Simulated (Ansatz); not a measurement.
# Phonons of ZnSnW in the AlB2 type, part 2 of 2

Question: is the lattice of ZnSnW in the AlB2 type stable, and if so, what are its coupling constant and resistivity?

Ansatz 0.2.0; DFT PBE, scalar-relativistic, plane waves, PAW; PAW set soft_1.

So far. Step 3 (Relaxing cell and atoms): The largest force is now zero by symmetry and the largest stress component 0.0015 GPa. The relaxed cell has a = 4.660, c = 2.788 Å (conventional setting).

The structure was built from a prototype and need not be the compound's stable phase.

## Step 4: Tight relaxation

No force is left; the cell is relaxed once more with another smearing and tight thresholds.

The input, input.yaml:

```yaml
crystal:
  lattice:
    - [4.65951297, 0.0, 0.0]
    - [-2.329756485, 4.0352566013, 0.0]
    - [0.0, 0.0, 2.7878042169]
  atoms:
    - { symbol: W, position: [0.0, 0.0, 0.0] }
    - { symbol: Sn, position: [0.3333333333, 0.6666666667, 0.5] }
    - { symbol: Zn, position: [0.6666666667, 0.3333333333, 0.5] }
kpoints:
  mp_grid: { grid: [6, 6, 9] }
hamiltonian:
  xc: pbe
  pseudopotentials: { kind: paw, azcp: { folder: soft_1 } }
scf:
  occupations: { method: methfessel_paxton, width: 0.2 }
output:
  forces: true
  stress: true
  eigenvalues: true
relax:
  adjacent_minimum: "off"
  f_tol: 0.001
  max_steps: 60
  cell: { stress_tol: 0.01 }
```

Started as:

```
> ansatz run input.yaml --threads 4 --pin off --max-ram 12288MiB --backend cpu --events-out ev --progress --plain --runs-dir out
```

Numbers of over 12 decimals in the logs are rounded to 6 here.

The program printed:

```text
[the first part of the log is left out]
  E_vxc        = -362.316826  (∫ρ·V_xc dr)
  E_paw        = -14844.830976  (= ΣΔE_a)
  E_vpaw       = -905.241601  (= ΣTr[D̂ρ^β])
  E_aug_tail   = 0.000178  (compensation charges beyond the density's cutoff)
  E_ewald      = -4276.632476
  E_smearing   = -0.001831  (= −TS)
  E_closure    = -0.000000  (closes the sum)
  Σ components = -19727.414598   (vs F -19727.414598, Δ=0.00e0)
[...]
--- Stress (GPa, compression-positive) ---
       -0.000641       0.000000       0.000000
        0.000000      -0.000641      -0.000000
        0.000000      -0.000000       0.000441
  P = ⅓ Tr σ = -0.0003 GPa (-0.003 kbar)
--- Band table (eV; the first three rows and the last of 35) ---
[...]
--- Relaxed structure (5 steps of the walk, 5 accepted, 1 SCFs on fresh bases) ---
[...]
cell:  # Å, volume = 52.4928 Å³
    - [4.672723, 7.332992884826885e-19, 1.1869133400419706e-19]
    - [-2.336361, 4.046697, 0]
    - [0, 0, 2.776063]
  atoms:
    - { symbol: W, position: [0, 0, 0] }
    - { symbol: Sn, position: [0.333333, 0.666667, 0.5] }
    - { symbol: Zn, position: [0.666667, 0.333333, 0.5] }
```

Elapsed: 7 s, on 4 threads of Arm Neoverse V2, shared host; peak memory 0.43 GiB; 26 s of CPU time.

Step by step:

```csv
step,energy less that of the first step (eV),largest force component (eV/Å),pressure (GPa),volume (Å³)
1,0.0000,0.0000,0.04,52.42
2,-0.0003,0.0000,0.27,52.45
3,-0.0013,0.0000,-0.12,52.54
4,-0.0014,0.0000,0.07,52.47
5,-0.0014,0.0000,0.00,52.49
6,-0.0014,0.0000,0.00,52.49
```

The log counts 1 steps on a newly chosen plane-wave basis, not all of them marked here; energy and pressure can jump at such steps.

```csv
"conventional cell, symmetrised",before,after,change
a (Å),4.660,4.673,+0.3 %
b (Å),4.660,4.673,+0.3 %
c (Å),2.788,2.776,-0.4 %
volume (Å³/atom),17.47,17.50,+0.1 %
```

Final coordinates:

```
W Sn Zn
1.0
     4.67272    0.00000    0.00000
    -2.33636    4.04670    0.00000
     0.00000    0.00000    2.77606
W Sn Zn
1 1 1
Direct
  0.00000 0.00000 0.00000
  0.33333 0.66667 0.50000
  0.66667 0.33333 0.50000
```

This step gave:

```
pressure        : -2.80e-4 GPa
volume per atom : 17.50 Å³/atom
```

The largest force is now zero by symmetry and the largest stress component 6.4e-4 GPa, small enough for phonons.

## Step 5: Phonons by linear response: q 2×2×2, k 4×4×6

Couplings are defined for a stable lattice alone, so phonons come first.

The input, input.yaml:

```yaml
crystal:
  lattice:
    - [4.6727229156, 0.0, 0.0]
    - [-2.3363614578, 4.0466967498, 0.0]
    - [0.0, 0.0, 2.7760628615]
  atoms:
    - { symbol: W, position: [0.0, 0.0, 0.0] }
    - { symbol: Sn, position: [0.3333333333, 0.6666666667, 0.5] }
    - { symbol: Zn, position: [0.6666666667, 0.3333333333, 0.5] }
kpoints:
  mp_grid: { grid: [4, 4, 6] }
hamiltonian:
  xc: pbe
  pseudopotentials: { kind: paw, azcp: { folder: soft_1 } }
scf:
  occupations: { method: methfessel_paxton, width: 0.2 }
output:
  eigenvalues: true
phonons:
  method: dfpt
  qmesh: [2, 2, 2]
  temperatures: { t_max: 1000, t_step: 50 }
  qpath:
    path:
      - [[0.0, 0.0, 0.0], [0.5, 0.0, 0.0], [0.33333333, 0.33333333, 0.0], [0.0, 0.0, 0.0], [0.0, 0.0, 0.5], [0.5, 0.0, 0.5], [0.33333333, 0.33333333, 0.5], [0.0, 0.0, 0.5]]
      - [[0.5, 0.0, 0.5], [0.5, 0.0, 0.0]]
      - [[0.33333333, 0.33333333, 0.5], [0.33333333, 0.33333333, 0.0]]
    npoints: 10
```

The program printed:

```text
Warning: phonons: the dynamical matrix that this run interpolates holds no multipole term above the dipole-dipole one, and a site of this crystal is no centre of inversion, so its interpolated transverse optical and acoustic branches and sound speeds can stay off near Gamma, and the density of states and the thermodynamics with them. What a run solves at a wave vector of phonons.qpoints, Gamma apart, where the deck admits one, is free of this, and under fd what a larger phonons.supercell samples
[...]
Crystal: 3 atoms, lattice volume = 52.493 Å³
Basis set: ecut = 420 eV, 1023 PW (Γ), exchange–correlation on 64×64×40 points (8 copies of the dense FFT grid, shifted against one another)
Bands: 24, of which v1, the nominal top of the filled ones, is band 20 counted from 1 (19 counted from 0)
Symmetry: 12 space group operations
k-points: 16 of 96 (time reversal used)
[...]
SCF iter   1: F=—  HF=-19727.886105 eV  |F-HF|=—  |Δ(HF+E_count)|=         —  Δρ=5.34e-2  dr2=1.92e0  ethr=3.10e-3  ⟨swp⟩=5.2  Hψ=1686  notcnv=0
[...]
SCF iter  11: F=-19727.422289 eV  HF=-19727.422289 eV  |F-HF|=0.00e0  |Δ(HF+E_count)|=  3.64e-12  S|Δr|=    0.00e0  Δρ=3.87e-8  dr2=5.38e-13  ethr=1.00e-12  ⟨swp⟩=5.8  Hψ=1659  notcnv=0
SCF 1 converged in 11 iterations: F = -19727.422289 eV  dr2 = 5.38e-13
[...]
SCF iter   7: F=-19727.422289 eV  HF=-19727.422289 eV  |F-HF|=3.64e-12  |Δ(HF+E_count)|=  1.46e-11  S|Δr|=    0.00e0  Δρ=9.68e-8  dr2=8.60e-12  ethr=1.00e-12  ⟨swp⟩=2.4  Hψ=725  notcnv=0
SCF 2 converged in 7 iterations: F = -19727.422289 eV  dr2 = 8.60e-12
phonons: the bands overlap, so this run is a metal and interpolates without the dipole-dipole term. If the crystal is really an insulator or semiconductor, its LO-TO splitting is missing
NSCF: frozen V_eff on 16 k-points
[...]
DFPT response loops at q = (0, 0, 0) (fractional): preconditioner auto → Kerker (q_TF=auto, 2.607 Å⁻¹) (partly filled bands, converged f_vac=0.000); β = 1.00, the filter's whole step (`scf.mixing.beta` (0.50) is not read by the response loops under this deck's `scf.mixing.preconditioner`; to damp them name `kerker` or `kerker_dos`, under which they read `scf.mixing.beta`, and type it under 1.00, their step now; both keys bind the ground state too); Broyden in place of MSR1
[...]
SCF converged after 11 iterations
Stability not checked: this state was not tested for a lower state beside it, because cold or Methfessel-Paxton smearing, or corrected tetrahedra, fill the levels in a way that the test cannot read (fill_not_monotonic; see scf.lower_state_search)
Free energy (F): -19727.422289 eV
[...]
Internal energy: -19727.414476 eV  (E = F + TS)
E sigma→0 (E₀):  -19727.420336 eV
Entropy (-TS):   -0.007814 eV (-2.605 meV/atom)
Fermi energy:    16.022362 eV
Step filling:    the computed levels leave a gap of 0.0059 eV = 0.0 smearing widths at the electron count; against every level under it full and every level over it empty, smearing changes F+E_penalty+E_count by -4.201 meV and its σ→0 estimate by -2.248 meV
[...]
--- Band table (eV; the first three rows and the last of 16) ---
  k-point 0: bands = [... 16 lower, 11.8754, 12.2850, 13.9581, 16.7880, 16.7880, 18.1417, 18.1417, 20.3421]
  k-point 1: bands = [... 16 lower, 12.4615, 13.3723, 14.4065, 15.4212, 15.4212, 19.1461, 19.4295, 19.4295]
  k-point 2: bands = [... 16 lower, 13.7216, 13.7216, 14.2501, 14.2501, 15.6281, 18.2851, 18.9954, 18.9954]
  k-point 15: bands = [... 16 lower, 11.5506, 13.7358, 13.8674, 16.0450, 16.5146, 16.7365, 18.1690, 18.3805]
--- Phonons (Γ-DFPT): 6 representative perturbations + reference (Σ response iterations 19) ---
  ASR residual: 8.027e-5 → 0.000e0 eV/Å²; symmetrization residual: 6.588e-6 eV/Å²
  ASR residual per site (eV/Å²): 1.94e-5 8.03e-5 4.56e-5
  Γ frequencies (cm⁻¹): 0.00 0.00 0.00 20.70 49.20 99.76 99.76 199.77 199.77
--- Phonons (arbitrary-q DFPT): 4 irreducible q on the 2×2×2 mesh ---
  q = [0.0000, 0.0000, 0.0000] (star 1, of the zone-centre solve; hermiticity 1.56e-6, symmetrization 2.81e-12): -0.00 0.00 0.00 20.70 49.20 99.76 99.76 199.77 199.77
  q = [0.0000, 0.0000, -0.5000] (star 1, 6 solved perturbations in 132 linear systems a pass and spin channel, the states on 28 of 96 k-point pairs; hermiticity 2.73e-7, symmetrization 2.43e-8): 18.30 18.30 67.40 67.40 117.00 147.45 184.13 184.13 243.44
  q = [0.0000, -0.5000, 0.0000] (star 3, 9 solved perturbations on 28 of 96 k-point pairs; hermiticity 1.84e-4, symmetrization 5.81e-5): -24.29 41.94 44.43 46.27 94.25 114.38 127.14 184.93 206.40
[...]
sum rule: each row above includes the acoustic sum rule's correction from the zone centre's row sums; it moved no ω² by more than (0.44 cm⁻¹)²
  mesh force constants: q→R imaginary residual 1.33e-17; ASR residual 8.027e-5 → 0.000e0 eV/Å²; symmetrization residual 7.105e-15 eV/Å²
  interpolated dispersion: 93 rows × 9 modes
  density of states and harmonic sums: on the 16×16×22 q-mesh, interpolated from the force constants of a 2×2×2 supercell (no non-analytic term)
  largest difference from the sums on the solved wave vectors: F 1.29e-1 eV, S 1.91e-4 and C_V 6.24e-5 eV/K
  zero-point energy: 0.064166 eV/cell   skipped modes (ω ≤ 0): 27, of them read as no rigid motion or as one in doubt: 24 (2.539e-2 modes/cell left out, lowest -24.29 cm⁻¹)   left out of the sums: 2.88e-3 of the cell's modes: C_V's classical limit lies that fraction below 3 k_B per atom; for a crystal, a wire or a layer, F and S can be off by more, and a phonons.interpolated_qmesh denser along its periods is the remedy for the sampling
```

It took 27 s on 4 threads; peak memory 0.52 GiB.

Numbers from this step:

```yaml
share_of_imaginary_modes_in_the_plain_interpolation_between_solved_wavevectors: 0.0027
highest_frequency_solved_or_plainly_interpolated: 243.4 cm⁻¹
```

Solved on the 2×2×2 mesh alone; all other wavevectors are interpolated. The phonon branches at the labelled points (cm⁻¹):

```csv
point,branch 1,branch 2,branch 3,branch 4,branch 5,branch 6,branch 7,branch 8,branch 9
Γ,0,0,0,21,49,100,100,200,200
M,-24,42,44,46,94,114,127,185,206
K,32,35,37,64,89,102,159,163,211
Γ,0,0,0,21,49,100,100,200,200
A,18,18,67,67,117,148,184,184,243
L,36,63,101,117,132,135,174,190,236
H,22,109,110,121,122,129,154,198,235
A,18,18,67,67,117,148,184,184,243
jump to L,36,63,101,117,132,135,174,190,236
M,-24,42,44,46,94,114,127,185,206
jump to H,22,109,110,121,122,129,154,198,235
K,32,35,37,64,89,102,159,163,211
```

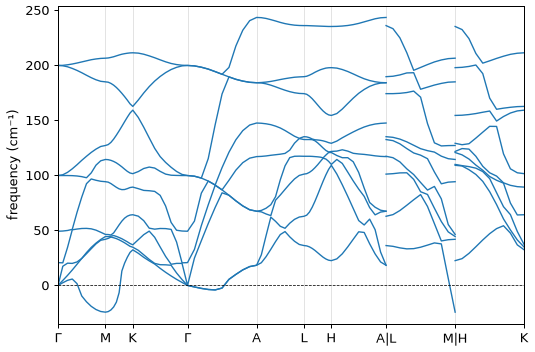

Phonon branches along the path.

Lowest modes at the softest wavevector of the mesh. Modes at q = (0.000, 0.500, 0.000), with each element's share of the kinetic energy (negative means imaginary):

```csv
mode,frequency (cm⁻¹),W %,Sn %,Zn %
1,-24.3,28,33,38
2,41.9,50,36,14
3,44.4,12,27,61
4,46.3,60,40,1
5,94.2,47,20,34
6,114.4,85,9,5
```

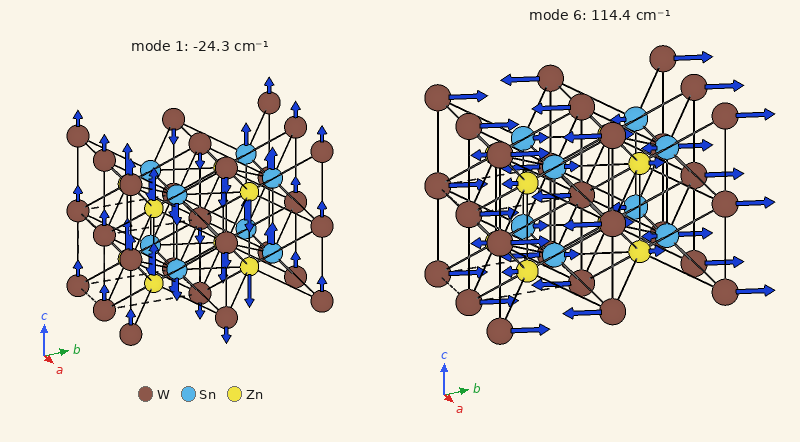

Displacement patterns of modes 1 and 6 at q = (0.000, 0.500, 0.000); arrows are exaggerated. 2×2×2 cells are drawn. Some periodic images of atoms are drawn too.

Among the solved wavevectors the lowest mode, translations apart, is -24.3 cm⁻¹, imaginary.

## Step 6: Phonons by linear response: q 3×3×3, k 6×6×9

An imaginary mode on so few k-points may come from the sampling, so the phonons are repeated with another q and k mesh.

input.yaml: that of step 5 with these lines changed.

```diff
@@ -10,3 +10,3 @@
 kpoints:
-  mp_grid: { grid: [4, 4, 6] }
+  mp_grid: { grid: [6, 6, 9] }
 hamiltonian:
@@ -20,3 +20,3 @@
   method: dfpt
-  qmesh: [2, 2, 2]
+  qmesh: [3, 3, 3]
   temperatures: { t_max: 1000, t_step: 50 }
```

The program printed:

```text
[...]
Crystal: 3 atoms, lattice volume = 52.493 Å³
Basis set: ecut = 420 eV, 1023 PW (Γ), exchange–correlation on 64×64×40 points (8 copies of the dense FFT grid, shifted against one another)
Bands: 24, of which v1, the nominal top of the filled ones, is band 20 counted from 1 (19 counted from 0)
Symmetry: 12 space group operations
k-points: 35 of 324 (time reversal used)
[...]
SCF iter   1: F=—  HF=-19727.912548 eV  |F-HF|=—  |Δ(HF+E_count)|=         —  Δρ=5.50e-2  dr2=2.18e0  ethr=3.10e-3  ⟨swp⟩=5.1  Hψ=3702  notcnv=0
[...]
SCF iter  11: F=-19727.414598 eV  HF=-19727.414598 eV  |F-HF|=7.28e-12  |Δ(HF+E_count)|=  7.28e-12  S|Δr|=    0.00e0  Δρ=3.78e-8  dr2=5.28e-13  ethr=1.00e-12  ⟨swp⟩=5.9  Hψ=3605  notcnv=0
SCF 1 converged in 11 iterations: F = -19727.414598 eV  dr2 = 5.28e-13
[...]
SCF iter   8: F=-19727.414598 eV  HF=-19727.414598 eV  |F-HF|=7.28e-12  |Δ(HF+E_count)|=    0.00e0  S|Δr|=    0.00e0  Δρ=5.50e-8  dr2=2.97e-12  ethr=1.00e-12  ⟨swp⟩=2.3  Hψ=1592  notcnv=0
SCF 2 converged in 8 iterations: F = -19727.414598 eV  dr2 = 2.97e-12
[...]
WARN: eigensolver did not converge in 2 slots of this pass, the one above among them; of largest residual over every band (k=27): 1 band(s) unlocked (lowest unlocked band 23, counted from 0; max residual 5.56e-6 eV among the unlocked bands, 5.56e-6 eV over every band); of lowest unlocked band (k=14): band 23
[...]
SCF converged after 11 iterations
[...]
Free energy (F): -19727.414598 eV
[...]
Internal energy: -19727.412767 eV  (E = F + TS)
E sigma→0 (E₀):  -19727.414140 eV
Entropy (-TS):   -0.001831 eV (-0.610 meV/atom)
Fermi energy:    16.001323 eV
[...]
--- Band table (eV; the first three rows and the last of 35) ---
  k-point 0: bands = [... 16 lower, 11.8677, 12.3146, 13.9629, 16.7886, 16.7886, 18.1407, 18.1407, 20.3345]
  k-point 1: bands = [... 16 lower, 12.1340, 12.8245, 14.1602, 16.0033, 16.0033, 18.8765, 18.8765, 19.9766]
  k-point 2: bands = [... 16 lower, 12.8779, 14.0196, 14.7398, 14.8714, 14.8714, 18.0817, 19.7764, 19.7764]
  k-point 34: bands = [... 16 lower, 11.9728, 13.7360, 14.0635, 15.8081, 16.6030, 17.1293, 17.2599, 18.1366]
[...]
ASR residual: 8.980e-5 → 0.000e0 eV/Å²; symmetrization residual: 9.475e-6 eV/Å²
  ASR residual per site (eV/Å²): 1.57e-5 8.98e-5 3.12e-5
  Γ frequencies (cm⁻¹): 0.00 0.00 0.00 22.28 59.46 101.30 101.30 194.96 194.96
--- Phonons (arbitrary-q DFPT): 6 irreducible q on the 3×3×3 mesh ---
[...]
interpolated dispersion: 93 rows × 9 modes
[...]
```

Wall time 2.4 min (4 threads); peak memory 0.99 GiB.

Numbers from this step:

```
share of imaginary modes in the plain interpolation between solved wavevectors : 0.0018
highest frequency, solved or plainly interpolated                              : 242.2 cm⁻¹
```

Solved on the 3×3×3 mesh alone; all other wavevectors are interpolated. The phonon branches at the labelled points (cm⁻¹):

```csv
point,branch 1,branch 2,branch 3,branch 4,branch 5,branch 6,branch 7,branch 8,branch 9
Γ,0,0,0,22,60,101,101,195,195
M,-21,46,50,54,96,110,125,187,205
K,29,36,42,62,95,97,158,164,213
Γ,0,0,0,22,60,101,101,195,195
A,63,63,74,74,117,167,186,186,242
L,33,58,101,117,123,149,177,188,241
H,16,91,109,119,121,152,152,197,240
A,63,63,74,74,117,167,186,186,242
jump to L,33,58,101,117,123,149,177,188,241
M,-21,46,50,54,96,110,125,187,205
jump to H,16,91,109,119,121,152,152,197,240
K,29,36,42,62,95,97,158,164,213
```

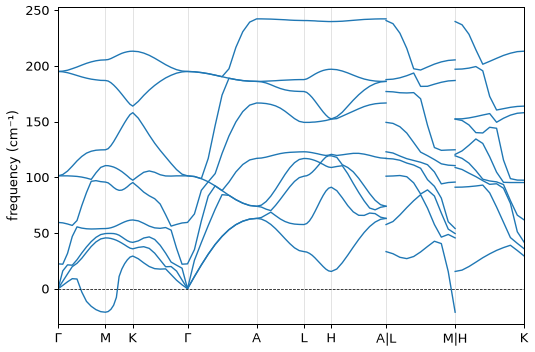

Phonon branches along the path.

Lowest modes at the softest wavevector of the mesh. Modes at q = (-0.333, 0.000, 0.000), with each element's share of the kinetic energy (negative means imaginary):

```csv
mode,frequency (cm⁻¹),W %,Sn %,Zn %
1,-14.5,15,35,51
2,36.2,32,34,34
3,40.8,44,38,18
4,53.6,53,31,15
5,93.3,77,19,4
6,98.5,53,19,28
```

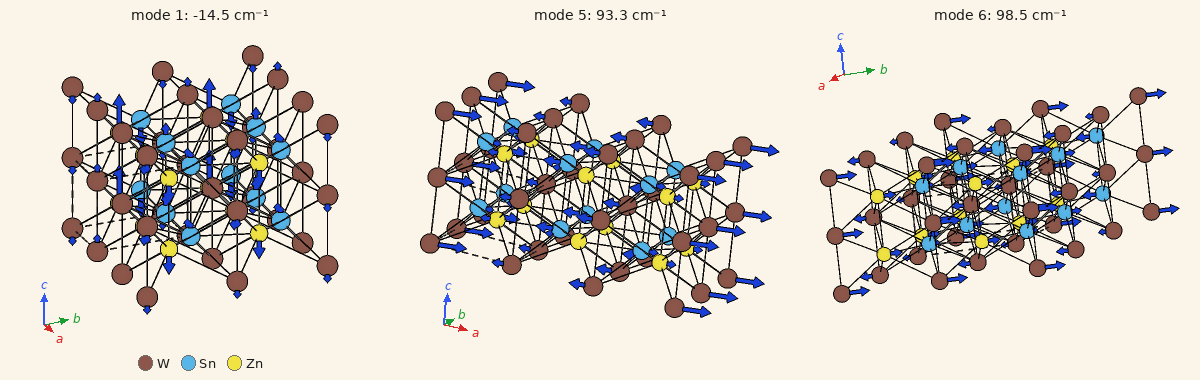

Displacement patterns of modes 1, 5 and 6 at q = (-0.333, 0.000, 0.000); arrows are exaggerated. 3×2×2 cells are drawn. Some periodic images of atoms are drawn too.

The modes has structure finer than the step of the table below, so its rows give means over 10 cm⁻¹, whole bins alone (the curve runs from -30.9 to 259 cm⁻¹). Peaks (cm⁻¹: height): Sn 38.3: 0.0308, 102.1: 0.0186, 140.4: 0.0192, 165.9: 0.0178, 191.4: 0.0367, 209.6: 0.0234, 235.1: 0.0182; W 38.3: 0.0173, 78.4: 0.0376, 105.7: 0.0521, 151.3: 0.0148; Zn 38.3: 0.0276, 56.6: 0.0155, 69.3: 0.0156, 83.9: 0.0167, 120.3: 0.0340, 189.5: 0.0422.

Phonopy on the run's constants, 15x15x21 mesh, Gaussian sigma 2.1 cm⁻¹. The modes by wavenumber; means over each step; values in 1/cm⁻¹/cell:

```csv
wavenumber (cm⁻¹),Sn,W,Zn
-20,2.6e-4,7.9e-5,3.6e-4
-10,2.8e-4,1.0e-4,4.2e-4
0,1.8e-4,1.3e-4,2.3e-4
10,7.1e-4,6.7e-4,9.8e-4
20,0.00430,0.00208,0.00668
30,0.0159,0.00683,0.0120
40,0.0259,0.0146,0.0213
50,0.0135,0.00878,0.0110
60,0.00925,0.0208,0.00969
70,0.00872,0.0290,0.0112
80,0.0134,0.0346,0.0113
90,0.0124,0.0343,0.0148
100,0.0155,0.0396,0.0164
110,0.0145,0.0412,0.0175
120,0.0116,0.0155,0.0267
130,0.0101,0.00986,0.00795
140,0.0130,0.0104,0.00410
150,0.00279,0.0142,0.00503
160,0.00552,0.00931,0.00794
170,0.0125,0.00314,0.0162
180,0.0159,0.00185,0.0261
190,0.0305,0.00143,0.0378
200,0.0191,0.00112,0.0251
210,0.0158,3.1e-4,0.00884
220,0.00492,3.0e-5,1.5e-4
230,0.00926,5.1e-5,7.5e-5
240,0.0141,6.9e-5,8.2e-5
250,2.7e-4,5.0e-7,2.9e-6
```

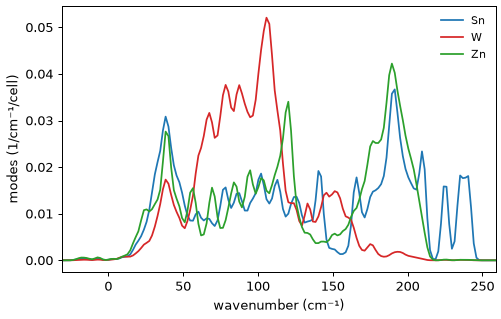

Modes against wavenumber.

No LO-TO term; unit eigenvectors of the mass-weighted matrix. The modes at Γ (shares of kinetic energy by element, %):

```csv
mode,frequency (cm⁻¹),symmetry,W %,Sn %,Zn %
1,0.0,unnamed,50,32,18
2,0.0,unnamed,50,32,18
3,0.0,unnamed,50,32,18
4,22.3,A2'',0,30,70
5,59.5,A2'',50,38,13
6,101.3,E',49,25,25
7,101.3,E',49,25,25
8,195.0,E',1,43,57
9,195.0,E',1,43,57
```

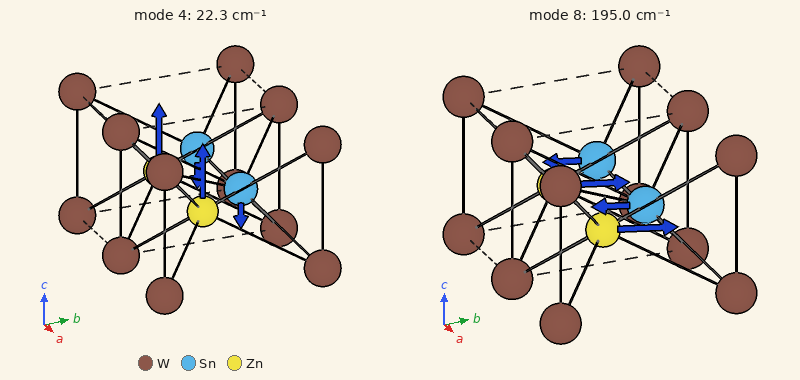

Displacement patterns of modes 4 and 8 at Γ; arrows are exaggerated. 2×1×1 cells are drawn. Some periodic images of atoms are drawn too.

Among the solved wavevectors the lowest mode, translations apart, is -14.5 cm⁻¹, imaginary.

## Step 7: What came out

* phonon run of the rows without a label of their own: PBE, q 3×3×3, k 6×6×9
* softest mode on the q mesh: -14.5 cm⁻¹ at q = (-0.333, 0, 0)
* highest frequency, solved or plainly interpolated: 242 cm⁻¹

The lattice is dynamically unstable at this level: a mode at q = (-0.333, 0, 0) is imaginary, 14.5i cm⁻¹, so no harmonic coupling constant or resistivity is defined for this structure. These meshes are coarse, and single modes of a metal can move by tens of cm⁻¹ with the k mesh. The coarser mesh found an imaginary mode at another wavevector, which this mesh lacks. Spin–orbit coupling, left out here, matters for W. The phonon runs are not spin-polarised. The structure was built by hand as an ordered model, and its stability against other phases was not tested.

[Logs are printed without paths, hosts, clocks, repeated set-up lines and the standing remarks that a program may print on its own settings, such as how far it seeks lower states.]

[Hosts, paths, dates, database ids (printed as entryN), source tags and the programs' standing remarks are cut or masked in the printed files.]
